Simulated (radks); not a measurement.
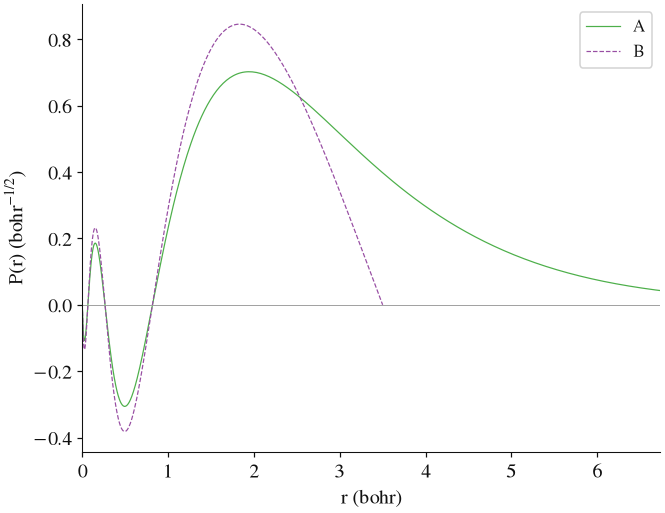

The neutral gallium atom in [Ar] 3d10 4s2 4p1 was computed in two surroundings: the hard spherical wall at 20 bohr; the hard spherical wall at 3.5 bohr. The calculation used the in-house radial solver radks at this level: non-relativistic Kohn-Sham, r2SCAN, spin-unpolarised, spherical densities, point nucleus.

The plot shows P(r) = r R(r) of the 4s orbital in both runs.

Which curve belongs to which run?

Answer. A is the hard spherical wall at 20 bohr (⟨r⟩ = 2.41 bohr, eigenvalue −9.01 eV); B is the hard spherical wall at 3.5 bohr (⟨r⟩ = 1.90 bohr, eigenvalue −0.0557 eV). The tighter surroundings squeeze the orbital.
